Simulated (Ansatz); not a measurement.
**Two runs on Al2H4O5**

System: Al2H4O5 ([(OH)2Al]2O).
Method of run 1: RKS B3LYP-D4/def2-TZVP (Ansatz 0.2.0).

The geometry comes from this level: PBE0-D4/def2-SVP. Text and figures count atoms from 1; the logs count them from 0 in places.

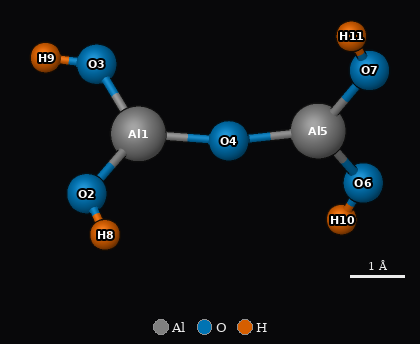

The structure (ball-and-stick view, seen at a tilt; atoms are numbered from 1 in the order of the input). Sticks mark near contacts. Bond lengths as drawn: Al–O 1.69 to 1.70 Å and H–O 0.96 Å.

The input, run 1:
```yaml
crystal:
  periodic: [false, false, false]
  atoms:
    - {symbol: Al, position_ang: [0.377478, 1.342882, 0.713026]}
    - {symbol: O, position_ang: [1.243805, 1.563327, 2.155605]}
    - {symbol: O, position_ang: [-0.160809, 2.719429, -0.117446]}
    - {symbol: O, position_ang: [0.031693, -0.178267, 0.073830]}
    - {symbol: Al, position_ang: [-0.452737, -1.519326, -0.838079]}
    - {symbol: O, position_ang: [-1.757393, -2.499047, -0.381279]}
    - {symbol: O, position_ang: [0.350057, -2.005085, -2.248260]}
    - {symbol: H, position_ang: [1.589319, 0.854123, 2.698509]}
    - {symbol: H, position_ang: [-0.001530, 3.609926, 0.198515]}
    - {symbol: H, position_ang: [-2.300866, -2.354135, 0.392909]}
    - {symbol: H, position_ang: [1.080984, -1.533838, -2.647329]}
basis:
  gaussian: {orbitals: def2-TZVP, initial_orbitals: start.molden}
hamiltonian: {xc: {name: B3LYP}, dispersion: d4}
scf: {omitted_lower_state_checks: [starts]}
output: {orbitals: {seedname: orbitals}}
```

Launched with:
```bash
ansatz run in.yaml --threads 4 --pin off --events-out ev --progress --plain --max-ram 4787MiB
```

Hardware: 4 threads of Arm Neoverse V2, 23 GiB of memory available, shared host.

Output (run 1):
```
Functional definition: B3LYP
  parameter a0 = 0.2
  parameter ax = 0.72
  parameter ac = 0.81
  exchange = (1 - a0 - ax)*slater_x + ax*b88_x + a0*exact_x
  correlation = (1 - ac)*vwn_rpa_c + ac*lyp_c
these checks for a lower state are left out or cut short: starts
1449 factors; their error is unknown
mean field evaluation 1: about -23510.1708 eV, gradient 1.0e1 eV
mean field evaluation 2: about -23510.2558 eV, gradient 7.5e-2 eV
mean field evaluation 4: about -23510.2903 eV, gradient 1.2e-4 eV
mean field -23510.29027697 eV, -863.9872318314 hartree, gradient 1.4e-5 eV, S^2 0.000000; 0 other end points of the search recorded, 0 dependent functions left out
reference -23510.29059536 eV, -863.9872435320 hartree; 35, 35 occupied and 218, 218 virtual orbitals, 1449 factors
Total energy: -23510.64785699 eV, -864.0003726549 hartree
Checks for a lower state left out: starts
```

The input of run 2 differs as follows (lines with − go, lines with + come):
```diff
-  gaussian: {orbitals: def2-TZVP, initial_orbitals: start.molden}
+  gaussian: {orbitals: 6-31G}
```

What does this change do to the results?

The total energy of run 2 is 272.5 kcal/mol higher, which measures the change of basis and not a stability. The HOMO goes from −8.60 to −8.17 eV. The LUMO goes from −1.23 to −1.30 eV. The basis functions go from 253 to 79.

Output (run 2):
```
Functional definition: B3LYP
  parameter a0 = 0.2
  parameter ax = 0.72
  parameter ac = 0.81
  exchange = (1 - a0 - ax)*slater_x + ax*b88_x + a0*exact_x
  correlation = (1 - ac)*vwn_rpa_c + ac*lyp_c
these checks for a lower state are left out or cut short: starts
784 factors; integrals over basis functions are off by at most 2.8e-4 eV
mean field evaluation 1: about -23472.7763 eV, gradient 1.2e2 eV
mean field evaluation 2: about -23422.7002 eV, gradient 2.0e2 eV
mean field evaluation 4: about -23498.2870 eV, gradient 5.3e0 eV
mean field evaluation 8: about -23498.4732 eV, gradient 1.6e-1 eV
mean field evaluation 16: about -23498.4733 eV, gradient 2.9e-5 eV
mean field -23498.47329438 eV, -863.5529657311 hartree, gradient 2.9e-5 eV, S^2 0.000000; 0 other end points of the search recorded, 0 dependent functions left out
reference -23498.47361741 eV, -863.5529776024 hartree; 35, 35 occupied and 44, 44 virtual orbitals, 784 factors
Total energy: -23498.83087905 eV, -863.5661067253 hartree
Checks for a lower state left out: starts
```

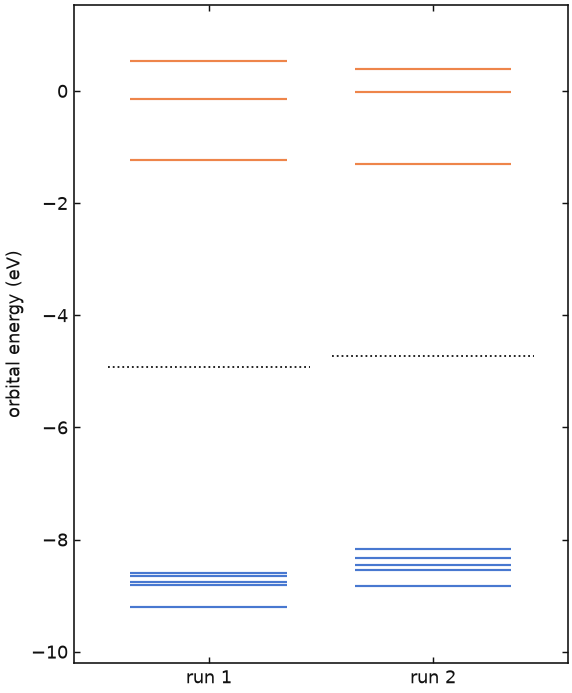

The five highest filled and three lowest empty orbital energies of the two runs; the dotted lines part filled from empty levels. The HOMO–LUMO gap is 7.37 eV in run 1 and 6.88 eV in run 2.

The two runs side by side:

| quantity | run 1 | run 2 |
| --- | --- | --- |
| outcome | converged | converged |
| total energy (hartree) | −864.000373 | −863.566107 |
| HOMO (eV) | −8.60 | −8.17 |
| LUMO (eV) | −1.23 | −1.30 |
| basis functions | 253 | 79 |
| wall time (shared host) | 3.3 s | 1.1 s |
